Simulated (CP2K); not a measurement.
**Two attempts at BNH3F (SMILES NBF)**

Aim: energy and forces of BNH3F at PW92/TZVP-GTH (core potential, ngrids 5).

The results are computed with CP2K 2026.2.

4 further runs of the same task are left out: 4 set aside as unsound or not needed.

### 1 Starting point

BNH3F has 6 atoms, charge 0, and is taken as a singlet. SMILES: `NBF`. The shape is that of a PBE0-D4/def2-TZVP optimisation.

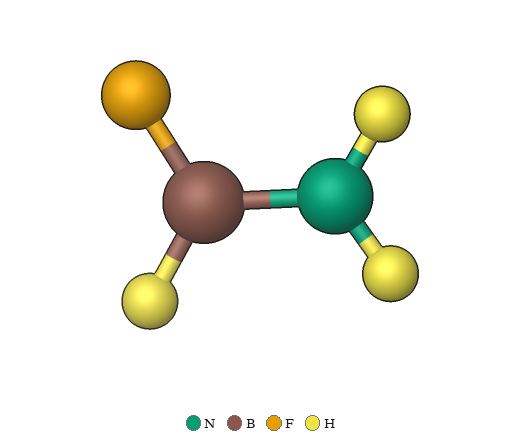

The structure, seen from a chosen angle (nitrogen teal, boron brown, fluorine amber, hydrogen yellow).

### 2 Try one

File molecule.inp:

```
&FORCE_EVAL
  METHOD QS
  &DFT
    BASIS_SET_FILE_NAME GTH_BASIS_SETS
    POTENTIAL_FILE_NAME GTH_POTENTIALS
    # Quickstep
    &QS
      METHOD GAPW_XC
      EPS_DEFAULT 1.0E-10
    &END QS
    &MGRID
      CUTOFF 280
      REL_CUTOFF 40
      NGRIDS 5
    &END MGRID
    &POISSON
      PERIODIC NONE
      POISSON_SOLVER MULTIPOLE
    &END POISSON
    # SCF settings
    &SCF
      SCF_GUESS ATOMIC
      EPS_SCF 1.0E-06
      MAX_SCF 40
      &OT
        MINIMIZER DIIS
        PRECONDITIONER FULL_ALL
      &END OT
      &OUTER_SCF
        EPS_SCF 1.0E-06
        MAX_SCF 10
      &END OUTER_SCF
    &END SCF
    # exchange and correlation
    &XC
      &XC_FUNCTIONAL
        &LDA_X
        &END LDA_X
        &LDA_C_PW
        &END LDA_C_PW
      &END XC_FUNCTIONAL
    &END XC
    # extra output
    &PRINT
      &MOMENTS
        PERIODIC F
        REFERENCE COM
        MAX_MOMENT 1
      &END MOMENTS
      &MO_CUBES
        NLUMO 1
        NHOMO -1
        WRITE_CUBE F
      &END MO_CUBES
      &HIRSHFELD OFF
      &END HIRSHFELD
    &END PRINT
  &END DFT
  # structure
  &SUBSYS
    &CELL
      ABC 9.1 9 9.9
      PERIODIC NONE
    &END CELL
    &COORD
      N      4.076750     4.706350     4.296650
      B      4.918850     4.453550     5.372550
      F      4.949850     5.315650     6.394650
      H      4.015350     4.091950     3.505350
      H      3.481150     5.515950     4.246550
      H      5.618850     3.484050     5.410550
    &END COORD
    &KIND N
      BASIS_SET TZVP-GTH-q5
      POTENTIAL GTH-PADE-q5
    &END KIND
    &KIND B
      BASIS_SET TZVP-GTH-q3
      POTENTIAL GTH-PADE-q3
    &END KIND
    &KIND F
      BASIS_SET TZVP-GTH-q7
      POTENTIAL GTH-PADE-q7
    &END KIND
    &KIND H
      BASIS_SET TZVP-GTH-q1
      POTENTIAL GTH-PADE-q1
    &END KIND
  &END SUBSYS
  &PRINT
    &FORCES ON
    &END FORCES
  &END PRINT
&END FORCE_EVAL
&GLOBAL
  PROJECT_NAME molecule
  RUN_TYPE SINGLE_POINT
  PRINT_LEVEL MEDIUM
&END GLOBAL
```

The run is started by

```bash
$ OMP_NUM_THREADS=1 cp2k.psmp molecule.inp > molecule.out
```

Output:

```text
*******************************************************************************
 *   ___                                                                       *
 *  /   \                                                                      *
 * [ABORT]                                                                     *
 *  \___/               invalid value for enumeration:SINGLE_POINT             *
 *    |                                                                        *
 *  O/|                                                                        *
 * /| |                                                                        *
 * / \                                     input/input_enumeration_types.F:215 *
 *******************************************************************************

 ===== Routine Calling Stack =====

            4 val_create_parsing
            3 section_vals_parse
            2 section_vals_parse
            1 read_input
```

Run time: 0.72 s. Hardware: 1 thread of AMD EPYC 9R45 (Zen 5), shared host; peak memory 0.17 GiB.

### 3 Diagnosis

The input was rejected.

The log says `\___/               invalid value for enumeration:SINGLE_POINT`. Cause: unknown run type.

### 4 The mended input

File run.inp:

```
&FORCE_EVAL
  METHOD QUICKSTEP
  &DFT
    BASIS_SET_FILE_NAME GTH_BASIS_SETS
    POTENTIAL_FILE_NAME GTH_POTENTIALS
    &QS
      METHOD GAPW_XC
      EPS_DEFAULT 1.0E-10
    &END QS
    &MGRID
      CUTOFF 280
      REL_CUTOFF 40
      NGRIDS 5
    &END MGRID
    &POISSON
      PERIODIC NONE
      POISSON_SOLVER MULTIPOLE
    &END POISSON
    &SCF
      SCF_GUESS ATOMIC
      EPS_SCF 1.0E-06
      MAX_SCF 40
      &OT
        MINIMIZER DIIS
        PRECONDITIONER FULL_ALL
      &END OT
      &OUTER_SCF
        EPS_SCF 1.0E-06
        MAX_SCF 10
      &END OUTER_SCF
    &END SCF
    &XC
      &XC_FUNCTIONAL
        &LDA_X
        &END LDA_X
        &LDA_C_PW
        &END LDA_C_PW
      &END XC_FUNCTIONAL
    &END XC
    &PRINT
      &MOMENTS
        PERIODIC F
        REFERENCE COM
        MAX_MOMENT 1
      &END MOMENTS
      &MO_CUBES
        NLUMO 1
        NHOMO -1
        WRITE_CUBE F
      &END MO_CUBES
      &HIRSHFELD OFF
      &END HIRSHFELD
    &END PRINT
  &END DFT
  &SUBSYS
    &CELL
      ABC 9.1 9 9.9
      PERIODIC NONE
    &END CELL
    &COORD
      N      4.076750     4.706350     4.296650
      B      4.918850     4.453550     5.372550
      F      4.949850     5.315650     6.394650
      H      4.015350     4.091950     3.505350
      H      3.481150     5.515950     4.246550
      H      5.618850     3.484050     5.410550
    &END COORD
    &KIND N
      BASIS_SET TZVP-GTH-q5
      POTENTIAL GTH-PADE-q5
    &END KIND
    &KIND B
      BASIS_SET TZVP-GTH-q3
      POTENTIAL GTH-PADE-q3
    &END KIND
    &KIND F
      BASIS_SET TZVP-GTH-q7
      POTENTIAL GTH-PADE-q7
    &END KIND
    &KIND H
      BASIS_SET TZVP-GTH-q1
      POTENTIAL GTH-PADE-q1
    &END KIND
  &END SUBSYS
  &PRINT
    &FORCES ON
    &END FORCES
  &END PRINT
&END FORCE_EVAL
&GLOBAL
  PROJECT run
  RUN_TYPE ENERGY_FORCE
  PRINT_LEVEL MEDIUM
&END GLOBAL
```

The run is started by

```bash
$ OMP_NUM_THREADS=1 cp2k.psmp -i run.inp > run.out 2>&1
```

Output, cut to the lines that bear on the results:

```text
CP2K| version string:                                       CP2K version 2026.2
[...]
 GLOBAL| Method name                                                        CP2K
[...]
 GLOBAL| Run type                                                   ENERGY_FORCE
[...]
 DFT| Spin restricted Kohn-Sham (RKS) calculation                            RKS
 DFT| Multiplicity                                                             1
[...]
 DFT| Charge                                                                   0
[...]
 FUNCTIONAL| LDA_X:
[...]
 FUNCTIONAL| LDA_C_PW:
[...]
 QS| Method:                                                             GAPW_XC
[...]
 QS| Density cutoff [a.u.]:                                                140.0
[...]
 QS| Relative density cutoff [a.u.]:                                        20.0
[...]
                             - Atoms:                                          6
[...]
                             - Spherical basis functions:                     69
[...]
 Number of electrons:                                                         18
[...]
     1 OT DIIS     0.15E+00    0.3     0.20363587       -37.5206057802 -3.75E+01
[...]
    23 OT DIIS     0.15E+00    0.5     0.00000075       -38.8217555147 -3.70E-11
  *** SCF run converged in    23 steps ***
[...]
  Overlap energy of the core charge distribution:               0.00000766277153
  Self energy of the core charge distribution:                -97.72419887154012
  Core Hamiltonian energy:                                     28.82937788239181
  Hartree energy:                                              39.23884924662779
  Exchange-correlation energy:                                 -8.06722744875696
[...]
                     Mulliken Population Analysis
 #  Atom  Element  Kind  Atomic population                           Net charge
       1     N        1          5.496353                             -0.496353
       2     B        2          2.823202                              0.176798
       3     F        3          7.167974                             -0.167974
       4     H        4          0.759931                              0.240069
       5     H        4          0.753960                              0.246040
[...]
  Dipole moment [Debye]
    X= -0.1193116E+01 Y= -0.2477463E+00 Z= -0.2204078E+01  Total=      2.5185045
[...]
 HOMO - LUMO gap [eV] :    6.941867
[...]
 ENERGY| Total FORCE_EVAL ( QS ) energy [hartree]            -38.821755514707327
[...]
```

Run time: 14 s. Hardware: 1 thread of AMD EPYC 9R45 (Zen 5), shared host; peak memory 0.51 GiB.

### 5 Results

At PW92/TZVP-GTH (core potential, ngrids 5):

```
     quantity         value
 total energy  -38.82176 Eh
dipole moment        2.52 D
  HOMO energy      -7.31 eV
  LUMO energy      -0.37 eV
HOMO–LUMO gap       6.94 eV
```
